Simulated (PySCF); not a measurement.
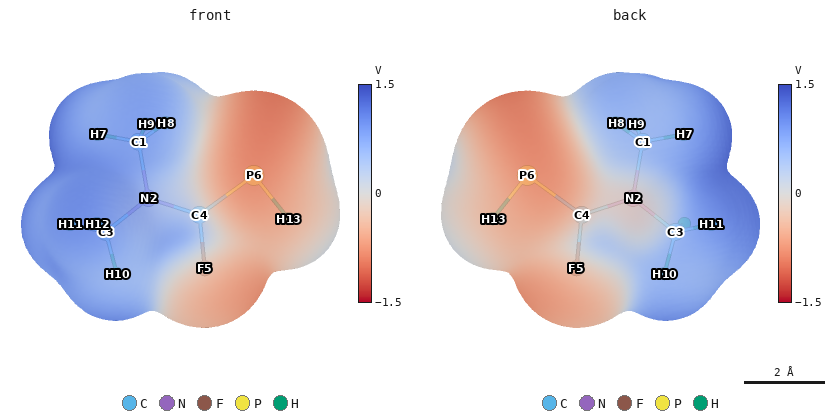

Figure. C3H7FNP (SMILES [H]/P=C(\F)N(C)C). The molecular electrostatic potential painted on the density surface at 0.002 e/bohr³, seen from the front and from behind; red is negative and blue positive.

Geometry: GFN2-xTB.

Computed with CAM-B3LYP/def2-SVPD, SCF density, gas phase in PySCF 2.14.0.

```xyz
13

C    -0.6925    1.1650   -0.5029
N    -0.1704   -0.1205   -0.1215
C    -1.0940   -1.0454    0.4888
C     1.1693   -0.2383    0.0139
F     1.5591   -1.4548    0.4506
P     2.3234    0.9532   -0.3617
H    -1.6975    1.0369   -0.9026
H    -0.0495    1.5975   -1.2719
H    -0.7266    1.8560    0.3465
H    -0.6034   -1.9970    0.6782
H    -1.9340   -1.2117   -0.1878
H    -1.4776   -0.6499    1.4359
H     3.3894    0.1093   -0.0832
```

Which sites attract a positive test charge, and which a negative one?

A positive charge is drawn to the negative regions and a negative charge to the positive ones. The most negative region (about −0.9 V) lies over P6, the most positive (about +1.2 V) over H7 and H11.

What dipole moment does the calculation give?

Its dipole moment is 3.51 D.
